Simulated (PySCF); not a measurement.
# [SiPH4]− (SMILES [SiH2-]P) at PBE0/STO-3G

Aim: the vertical ionisation energy of [SiPH4]− at PBE0/STO-3G, from 2 runs. 

Program for the calculation: PySCF 2.14.0.

5 further runs of the same task are left out: 5 set aside as unsound or not needed.

**1. Starting point**

[SiPH4]− has 6 atoms, charge -1, and is taken as a singlet. As SMILES, `[SiH2-]P`. Geometry: relaxed at GFN2-xTB. This is one conformer, not always the lowest.

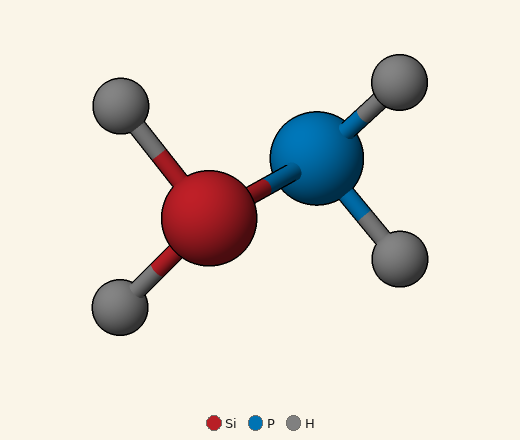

The structure, seen from a chosen angle (silicon red, phosphorus blue, hydrogen grey).

**2. A single-point energy at PBE0/STO-3G**

run.py reads:

```python
# [SiH2-]P
from pyscf import gto, dft

molecule = gto.M(
    atom='''
Si       0.357650      -1.019850      -0.132620
P       -0.355230       1.071380       0.132600
H       -0.387090      -1.600590       1.036860
H       -0.642080      -1.408110      -1.185860
H        0.407400       1.565440      -0.899820
H        0.619350       1.391730       1.048840
''',
    max_memory=1860,
    verbose=3,
    charge=-1,
    basis='sto-3g',
)

myscf = dft.RKS(molecule, xc='pbe0')
myscf.grids.level = 5
myscf.conv_tol = 1e-10
myscf.kernel()
if not myscf.converged:
    myscf = myscf.newton().run(myscf.mo_coeff, myscf.mo_occ)

energy = myscf.e_tot
print('Final energy', energy)
```

Launch:

```
$ OMP_NUM_THREADS=1 python run.py
```

Standard output:

```text
converged SCF energy = -625.591057962039
Final energy -625.5910579620395
```

Run time: 3 s. Hardware: 1 thread of Arm Neoverse V1, shared host; peak memory 0.21 GiB.

**3. Doublet neutral SiPH4, same level**

job.py reads:

```python
from pyscf import gto, dft

molecule = gto.Mole()
molecule.atom = '''
Si       0.357650      -1.019850      -0.132620
P       -0.355230       1.071380       0.132600
H       -0.387090      -1.600590       1.036860
H       -0.642080      -1.408110      -1.185860
H        0.407400       1.565440      -0.899820
H        0.619350       1.391730       1.048840
'''
molecule.verbose = 3
molecule.max_memory = 1860
molecule.basis = 'sto-3g'
molecule.spin = 1
molecule.build()

calc0 = dft.UKS(molecule)
calc0.xc = 'pbe0'
calc0.grids.level = 5
calc0.conv_tol = 1e-10
calc0.kernel()
if not calc0.converged:
    calc0 = calc0.newton().run(calc0.mo_coeff, calc0.mo_occ)

e_final = calc0.e_tot
print(f'total energy: {e_final:.8f} hartree')
```

Launch:

```
$ OMP_NUM_THREADS=1 python job.py
```

Standard output:

```text
WARN: HOMO -0.157282086693359 >= LUMO -0.157282086693357

converged SCF energy = -625.701574152838  <S^2> = 0.75159586  2S+1 = 2.0015952
total energy: -625.70157415 hartree
```

Wall time 5.4 s (1 thread of Arm Neoverse V1, shared host); peak memory 0.21 GiB.

**4. Outcome**

Level: PBE0/STO-3G.

| quantity | value |
| --- | --- |
| singlet [SiPH4]−: total energy | -625.59106 Eh |
| singlet [SiPH4]−: HOMO energy | 6.01 eV |
| singlet [SiPH4]−: LUMO energy | 14.63 eV |
| singlet [SiPH4]−: HOMO–LUMO gap (to an unbound level, set by the basis) | 8.62 eV |
| doublet neutral SiPH4: total energy | -625.70157 Eh |
| doublet neutral SiPH4: dipole moment | 1.42 D |
| doublet neutral SiPH4: HOMO energy (highest over α and β) | -3.51 eV |
| doublet neutral SiPH4: LUMO energy (lowest over α and β) | 0.18 eV |
| doublet neutral SiPH4: ⟨S²⟩ | 0.752 |
| vertical detachment energy (to the doublet neutral) | -3.007 eV |

In words: The species is unbound against losing an electron at this level, by 3.01 eV (−290 kJ/mol); missing correlation or diffuse functions can give that sign where the real anion is bound. In a minimal basis such a difference can be off by several eV, whatever the method. Mulliken charges (singlet [SiPH4]−) run from -0.28 on H3 to -0.04 on P2. The HOMO (singlet [SiPH4]−) lies at positive energy, 6.01 eV; only total energies tell whether the electron is bound. Mulliken charges (doublet neutral SiPH4) run from -0.14 on H3 to +0.28 on Si1; they depend strongly on the basis.
